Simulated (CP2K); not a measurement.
Consider 2-methylthiazole at its PBE geometry (Å).

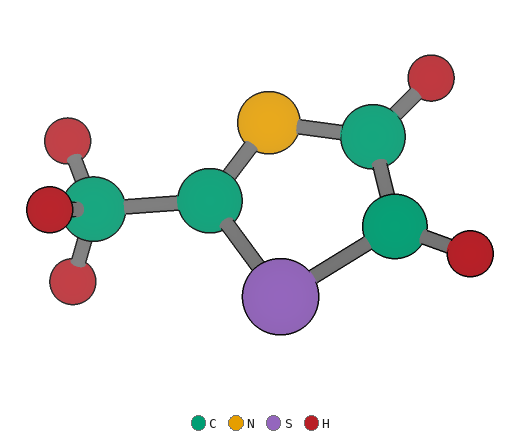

The molecule (carbon teal, nitrogen orange, sulfur purple, hydrogen red).

```xyz
11

C     1.9619    0.0136    0.1257
C     0.4694    0.0254    0.0210
N    -0.3144   -0.9214    0.4844
C    -1.6385   -0.6358    0.2367
C    -1.8831    0.5413   -0.4243
S    -0.3952    1.3348   -0.7535
H     2.2680   -0.9097    0.6306
H     2.3351    0.8711    0.7031
H     2.4366    0.0480   -0.8649
H    -2.4048   -1.3343    0.5662
H    -2.8350    0.9668   -0.7251
```

Method: CP2K XAS_TDP, all-electron GAPW, PBEh(45%), aug-cc-pVDZ, TDA, no relativity.

Predict the bright core excitations at the C K edge.

Leading lines: C1 284.87 eV, C2 282.33 eV, C4 282.19 eV and C5 281.90 eV. The leading line of an atom is its first one with 35 % of the strongest within 2.5 eV of its lowest line over the strength cut. 

The first six lines of each atom with a strength over 0.0015:

```csv
atom,energy (eV),states,"strength, one atom"
C1 (bonded to C and 3 H),284.10,1,0.0064
,284.87,1,0.0127
,285.13,1,0.0215
,285.24,1,0.0110
,285.91,1,0.0016
,286.43,1,0.0042
"C2 (bonded to C, N and S)",282.33,1,0.0587
,285.12,1,0.0387
,287.05,1,0.0023
,287.49,1,0.0025
,287.80,1,0.0045
,288.66,1,0.0064
"C4 (bonded to C, N and H)",282.19,1,0.0496
,284.39,1,0.0080
,285.06,1,0.0113
,285.34,1,0.0062
,285.86,1,0.0016
,286.56,1,0.0020
"C5 (bonded to C, S and H)",281.90,1,0.0480
,284.11,1,0.0319
,284.94,1,0.0132
,286.03,1,0.0053
,286.55,1,0.0017
,286.70,1,0.0018
```

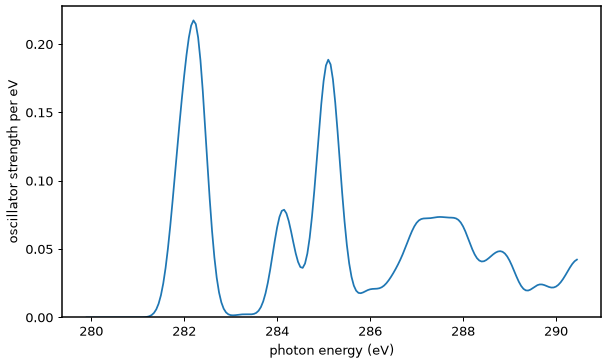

All atoms added, broadened by 0.5 eV.

Lines are vertical, at one geometry, with no vibrational structure. Without a correction of the core level, line positions, and the gaps between valence and Rydberg lines, follow the share of exact exchange. At this level such K lines come out 3 to 6 eV under measured ones. These values hold no scalar relativity, about 0.1 eV for C 1s. Rydberg lines, and the discretised continuum above threshold, depend on the basis and the box.

[Banner, clock and machine lines of the logs are left out without a mark of their own.]

[Logs are printed without paths, hosts, clocks, repeated set-up lines and the standing remarks that a program may print on its own settings, such as how far it seeks lower states.]

[Hosts, paths, dates, database ids (printed as entryN), source tags and the programs' standing remarks are cut or masked in the printed files.]
